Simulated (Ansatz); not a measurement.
A series of calculations on CH5BrOSi

Part 1: Relaxation

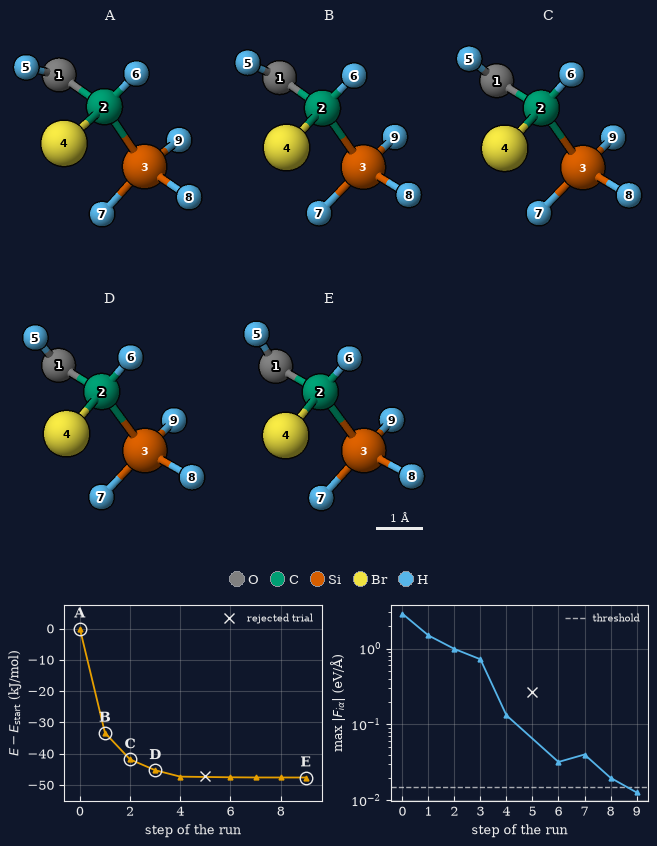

Frames of a relaxation of CH₅BrOSi, marked on the history of the run. The picture is a ball-and-stick view, seen from a free direction.

The run prepares an end point of a later path (torsion) calculation, from a guessed geometry.

Level of theory: Ansatz, RKS PBE0/def2-mTZVP. (no spin polarisation; force threshold 0.015 eV/Å; at most 40 steps)

Q: What happens along the run?

A: Over 8 accepted moves (9 points after the start) the energy falls by 47.6 kJ/mol. Largest force component: 2.9 eV/Å at the start, 0.013 eV/Å at the end. The line search rejected the trial step at point 5 of the run. H5 moves most after the best rigid fit: 0.50 Å. By element the largest moves are H 0.50 Å, Br 0.25 Å, O 0.19 Å, C 0.09 Å, Si 0.07 Å. Near-neighbour distances that change, for instance: C2–Br4 1.927 → 2.015 Å, Si3–H9 1.557 → 1.488 Å, C2–Si3 1.837 → 1.904 Å, O1–H5 1.030 → 0.966 Å. Bond angles that change, for instance: C2–O1–H5 103.3° → 109.7°, O1–C2–Si3 116.5° → 110.1°, O1–C2–Br4 106.1° → 111.8°. Groups turn about O1–C2 by about 45°. Cost: 42 s on 2 threads of Arm Neoverse V2 (shared host), peak memory 0.28 GiB. From step 0 to 1: H5 moves most (0.18 Å), energy −33.3 kJ/mol. From step 1 to 2: H5 moves most (0.10 Å), energy −8.50 kJ/mol. From step 2 to 3: H5 moves most (0.13 Å), energy −3.45 kJ/mol. From step 3 to 9: H5 moves most (0.11 Å), energy −2.33 kJ/mol.

Part 2: Relaxation

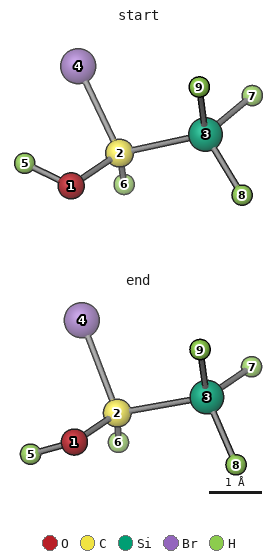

The structure of CH₅BrOSi before (top) and after (bottom) a relaxation, at one scale.

A ball-and-stick model, seen at a tilt.

The run prepares an end point of a later path (torsion) calculation, from a guessed geometry.

All numbers below come from RKS PBE0/def2-mTZVP in Ansatz. Set-up: no spin polarisation; force threshold 0.015 eV/Å; at most 40 steps.

Question: Describe what moved and what it gained.

Answer: Over 8 accepted moves (9 points after the start) the energy falls by 48.8 kJ/mol. The largest force component goes from 2.5 to 0.0088 eV/Å. The line search rejected the trial step at point 5 of the run. The largest move after the best rigid fit is that of H5, 0.51 Å. Largest moves by element: H 0.51 Å, Br 0.24 Å, O 0.21 Å, C 0.11 Å, Si 0.07 Å. Near-neighbour distances that change, for instance: C2–Br4 1.927 → 2.015 Å, Si3–H9 1.557 → 1.482 Å, C2–Si3 1.837 → 1.905 Å, O1–H5 1.030 → 0.966 Å. Among the angles between lasting bonds that change: C2–O1–H5 103.3° → 109.7°, O1–C2–Si3 116.5° → 110.1°, H7–Si3–H9 105.6° → 111.2°. Groups turn about O1–C2 by about 45°.

Part 3: Path

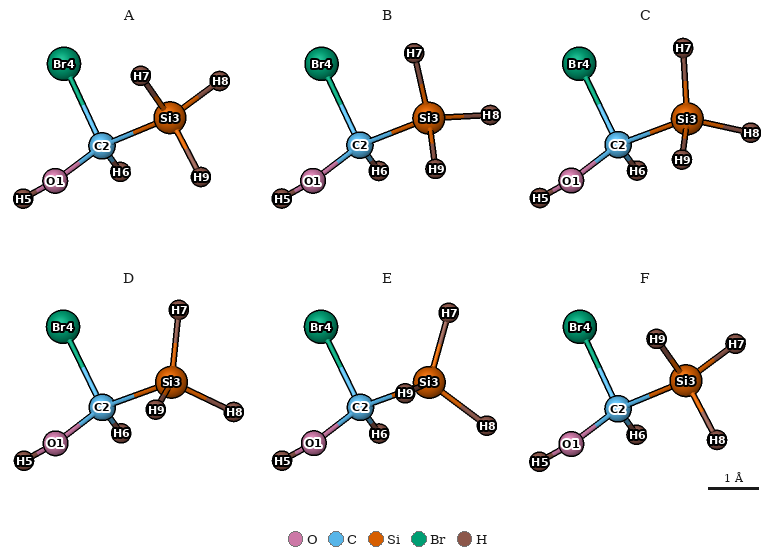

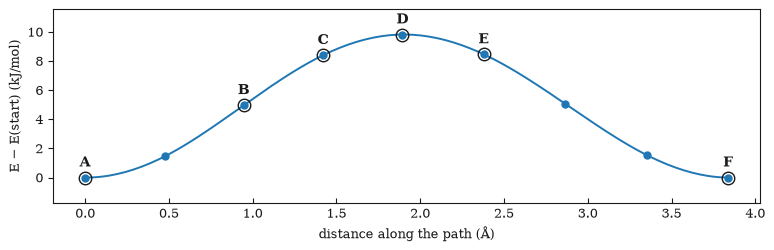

A nudged-elastic-band calculation for CH₅BrOSi. Images are numbered from 0 (start) to 8 (end). Frames A to F are images 0, 2, 3, 4, 5, 8. The picture is a ball-and-stick view, seen at a tilt.

Level of theory: Ansatz 0.2.0, RKS PBE0/def2-mTZVP. Run with 7 movable images; climbing image; force threshold 0.03 eV/Å; iteration limit 46; starting path through a guess of the saddle point.

What happens along the path, and what is the barrier?

The two ends have the same energy, and the highest point, image 4, lies 9.8 kJ/mol above the start. The motion is a rotation about the C2–Si3 bond by about 120°. No bond forms or breaks between the ends. Among the angles between lasting bonds that change up to the highest image: Si3–C2–Br4 106.5° → 109.8°, C2–Si3–H7 108.9° → 111.5°. The band converged in 7 iterations. The largest component of the band force went from 3.1 to 0.014 eV/Å. The climbing image converged on the top of the path. Its vibrational analysis gives one imaginary mode (145i cm⁻¹), as a transition state must have.
